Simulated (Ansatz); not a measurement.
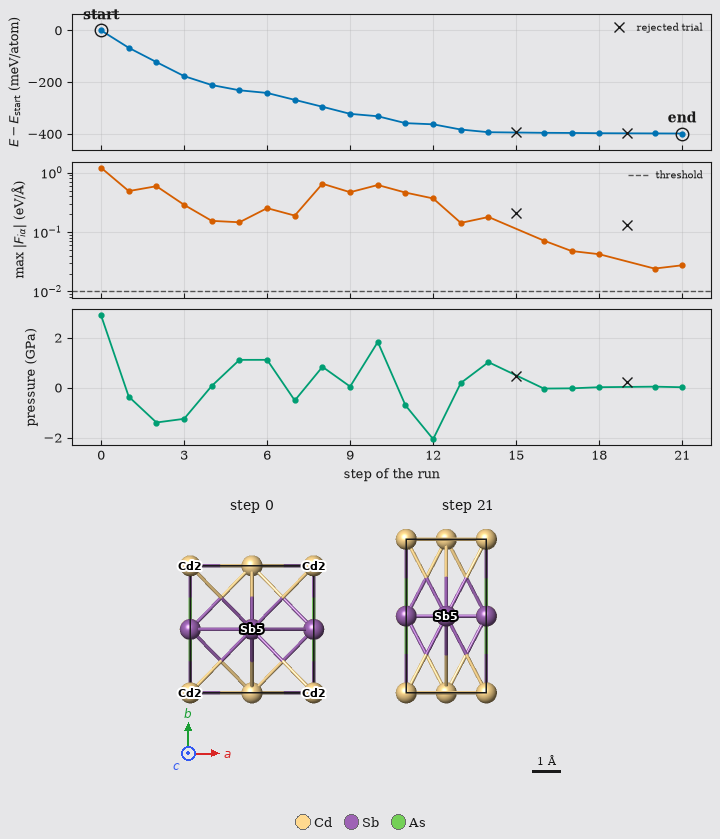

First and last geometry of a relaxation of crystalline Cd2Sb3As (built on the Er2CuSi3-44 type type), with the history of the run. The picture is a ball-and-stick view of the conventional cell (2 times the calculation's cell), seen along the c axis. Lengths and directions refer to the drawn axes.

Theory: DFT, PBEsol, plane waves, PAW in Ansatz. Set-up: plane-wave cutoff 420 eV; k-point mesh 6 × 6 × 6; occupations fermi dirac; smearing width 0.03 eV; no spin polarisation; cell and atoms relaxed; force threshold 0.01 eV/Å; at most 120 steps.

What do the curves and the structures tell?

Answer. The run was cut off at its time limit before the relaxation converged, so the last structure is only a point on the way. After 19 accepted moves (21 points after the start) the energy has fallen by 398 meV per atom. Largest force component: 1.2 eV/Å at the start, 0.028 eV/Å at the end. The pressure goes from 2.89 to 0.02 GPa. The line search rejected the trial steps at points 15, 19 of the run. The atom that moves furthest relative to the cell is a Cd atom (0.90 Å along +c). By element the largest moves are Cd 0.90 Å, Sb 0.82 Å, As 0.81 Å. The volume changes by −15.3 %, with a 4.569 → 2.964 Å (−35.1 %), b 4.702 → 5.684 Å (+20.9 %), c 16.019 → 17.310 Å (+8.1 %). Some distances before and after: Sb–Sb 4.569 → 2.964 Å, Cd–Cd 4.569 → 2.964 Å, As–As 4.569 → 2.964 Å, Cd–Cd 4.525 → 2.988 Å. Bond angles that change, for instance: Sb–As–Sb 125.6° → 168.8°, As–Sb–As 125.6° → 168.8°, Sb–Cd–Sb 84.3° → 124.9°. The space group stays Imm2 (No. 44). Cost: 9.3 min on 2 threads of Arm Neoverse V1, on a shared host, peak memory 0.65 GiB.

```json
{"step": "0", "E − E(0), meV/atom": "0.00", "largest force component, eV/Å": "1.2105", "pressure, GPa": "2.89", "volume, Å³/atom": "28.680", "note": ""}
{"step": "1", "E − E(0), meV/atom": "-67.07", "largest force component, eV/Å": "0.4903", "pressure, GPa": "-0.36", "volume, Å³/atom": "30.059", "note": ""}
{"step": "2", "E − E(0), meV/atom": "-122.18", "largest force component, eV/Å": "0.5924", "pressure, GPa": "-1.39", "volume, Å³/atom": "29.762", "note": ""}
{"step": "3", "E − E(0), meV/atom": "-176.34", "largest force component, eV/Å": "0.2879", "pressure, GPa": "-1.24", "volume, Å³/atom": "28.749", "note": ""}
{"step": "4", "E − E(0), meV/atom": "-210.90", "largest force component, eV/Å": "0.1545", "pressure, GPa": "0.07", "volume, Å³/atom": "27.454", "note": ""}
{"step": "5", "E − E(0), meV/atom": "-231.10", "largest force component, eV/Å": "0.1464", "pressure, GPa": "1.12", "volume, Å³/atom": "26.667", "note": ""}
{"step": "6", "E − E(0), meV/atom": "-241.39", "largest force component, eV/Å": "0.2530", "pressure, GPa": "1.12", "volume, Å³/atom": "26.352", "note": ""}
{"step": "7", "E − E(0), meV/atom": "-268.07", "largest force component, eV/Å": "0.1896", "pressure, GPa": "-0.51", "volume, Å³/atom": "26.557", "note": ""}
{"step": "8", "E − E(0), meV/atom": "-294.70", "largest force component, eV/Å": "0.6518", "pressure, GPa": "0.84", "volume, Å³/atom": "25.721", "note": ""}
{"step": "9", "E − E(0), meV/atom": "-322.07", "largest force component, eV/Å": "0.4693", "pressure, GPa": "0.05", "volume, Å³/atom": "25.941", "note": ""}
{"step": "10", "E − E(0), meV/atom": "-331.33", "largest force component, eV/Å": "0.6204", "pressure, GPa": "1.83", "volume, Å³/atom": "25.322", "note": ""}
{"step": "11", "E − E(0), meV/atom": "-357.95", "largest force component, eV/Å": "0.4629", "pressure, GPa": "-0.70", "volume, Å³/atom": "25.965", "note": ""}
{"step": "12", "E − E(0), meV/atom": "-362.45", "largest force component, eV/Å": "0.3686", "pressure, GPa": "-2.06", "volume, Å³/atom": "25.758", "note": ""}
{"step": "13", "E − E(0), meV/atom": "-382.64", "largest force component, eV/Å": "0.1429", "pressure, GPa": "0.19", "volume, Å³/atom": "24.552", "note": ""}
{"step": "14", "E − E(0), meV/atom": "-392.97", "largest force component, eV/Å": "0.1795", "pressure, GPa": "1.02", "volume, Å³/atom": "23.915", "note": ""}
{"step": "15", "E − E(0), meV/atom": "-392.47", "largest force component, eV/Å": "0.2089", "pressure, GPa": "0.47", "volume, Å³/atom": "24.173", "note": "rejected"}
{"step": "16", "E − E(0), meV/atom": "-395.25", "largest force component, eV/Å": "0.0719", "pressure, GPa": "-0.03", "volume, Å³/atom": "24.276", "note": ""}
{"step": "17", "E − E(0), meV/atom": "-395.80", "largest force component, eV/Å": "0.0480", "pressure, GPa": "-0.02", "volume, Å³/atom": "24.244", "note": ""}
{"step": "18", "E − E(0), meV/atom": "-396.82", "largest force component, eV/Å": "0.0424", "pressure, GPa": "0.02", "volume, Å³/atom": "24.208", "note": ""}
{"step": "19", "E − E(0), meV/atom": "-396.57", "largest force component, eV/Å": "0.1323", "pressure, GPa": "0.24", "volume, Å³/atom": "24.181", "note": "rejected"}
{"step": "20", "E − E(0), meV/atom": "-397.61", "largest force component, eV/Å": "0.0243", "pressure, GPa": "0.04", "volume, Å³/atom": "24.231", "note": ""}
{"step": "21", "E − E(0), meV/atom": "-397.99", "largest force component, eV/Å": "0.0276", "pressure, GPa": "0.02", "volume, Å³/atom": "24.304", "note": ""}
```
